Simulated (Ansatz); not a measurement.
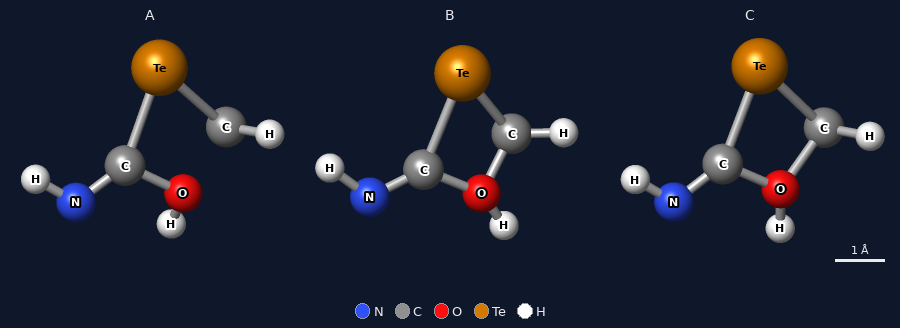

3 geometries from one relaxation of C$_{2}$H$_{3}$NOTe, in shuffled order. Style: ball-and-stick. Shown from a free direction.

The run prepares an end point of a later path (hydrogen shift) calculation, from a guessed geometry.

These are results of UKS PBE-D4/def2-SVP (Ansatz 0.2.0), not measurements. (collinear spin; force threshold 0.02 eV/Å; at most 50 steps)

Put them in the order of the run, from the start to the converged end.

Answer. B, C, A. They are steps 0, 3, 10, at +228.0 kJ/mol, +20.0 kJ/mol relative to the last. The largest move after the best rigid fit is that of an H atom, 0.67 Å. By element the largest moves are H 0.67 Å, C 0.42 Å, Te 0.18 Å, N 0.17 Å, O 0.12 Å. Among the contacts that change: C–C 2.119 → 2.519 Å, C–O 1.389 → 1.731 Å, C–Te 2.029 → 2.292 Å, H–N 1.121 → 1.028 Å. Among the angles between lasting bonds that change: C–O–H 149.5° → 109.8°, N–C–O 131.0° → 117.3°, Te–C–H 113.4° → 99.9°. Groups turn about C–Te by about 35°. The energy falls by 228.0 kJ/mol in 10 geometry steps. The largest force component goes from 4.7 to 0.014 eV/Å.
